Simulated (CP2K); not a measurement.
Consider vinylacetonitrile at its PBE geometry (Å).

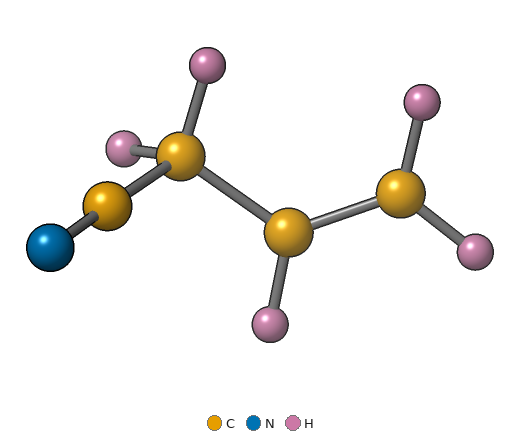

The molecule (carbon orange, nitrogen blue, hydrogen pink).

```xyz
10

C    -1.4804   -0.8177   -0.0427
C    -0.3718   -0.2712   -0.5451
C     0.8715    0.0221    0.2660
C     1.2376    1.4391    0.2239
N     1.5132    2.5692    0.1729
H    -2.3439   -1.0186   -0.6763
H    -1.5668   -1.0824    1.0128
H    -0.3194   -0.0065   -1.6034
H     1.7279   -0.5546   -0.1228
H     0.7323   -0.2794    1.3148
```

Method: CP2K XAS_TDP, all-electron GAPW, PBEh(45%), aug-cc-pVDZ, TDA, GW2X-corrected core level, no relativity.

Where do the C K-edge lines lie, and how strong are they?

Leading lines: C1 287.18 eV, C2 287.26 eV, C3 291.38 eV and C4 289.16 eV. The leading line of an atom is its first one with 35 % of the strongest within 2.5 eV of its lowest line over the strength cut. Core ionisation energies at this level: C2 292.84, C3 293.85, C1 292.68 and C4 293.88 eV.

The first six lines of each atom with a strength over 0.0015:

```
                      atom  energy (eV)  states  strength, one atom  above the computed threshold
  C1 (bonded to C and 2 H)       287.18       1              0.0503                              
                                 290.49       1              0.0062                              
                                 290.88       1              0.0186                              
                                 291.95       1              0.0033                              
                                 292.06       1              0.0039                              
                                 292.19       1              0.0037                              
  C2 (bonded to 2 C and H)       287.26       1              0.0524                              
                                 290.66       1              0.0108                              
                                 291.18       1              0.0118                              
                                 291.51       1              0.0081                              
                                 293.31       1              0.0039                           yes
                                 293.44       1              0.0075                           yes
C3 (bonded to 2 C and 2 H)       290.83       1              0.0024                              
                                 291.38       1              0.0081                              
                                 291.43       1              0.0145                              
                                 292.48       1              0.0077                              
                                 292.80       1              0.0116                              
                                 293.08       1              0.0131                              
    C4 (bonded to C and N)       289.16       1              0.0528                              
                                 289.24       1              0.0554                              
                                 291.81       1              0.0017                              
                                 291.96       1              0.0039                              
                                 293.78       1              0.0028                              
                                 293.92       1              0.0047                           yes
```

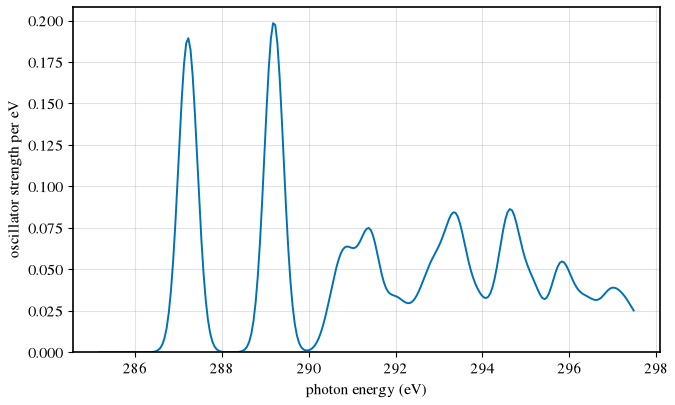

All atoms added, broadened by 0.5 eV.

Lines are vertical, at one geometry, with no vibrational structure. GW2X ionisation energies and lines can be off by 1 to 2 eV either way, and a good line position may hide errors that cancel. These values hold no scalar relativity, about 0.1 eV for C 1s. Rydberg lines, and the discretised continuum above threshold, depend on the basis and the box.

[Banner, clock and machine lines of the logs are left out without a mark of their own.]

[Logs are printed without paths, hosts, clocks, repeated set-up lines and the standing remarks that a program may print on its own settings, such as how far it seeks lower states.]

[Hosts, paths, dates, database ids (printed as entryN), source tags and the programs' standing remarks are cut or masked in the printed files.]
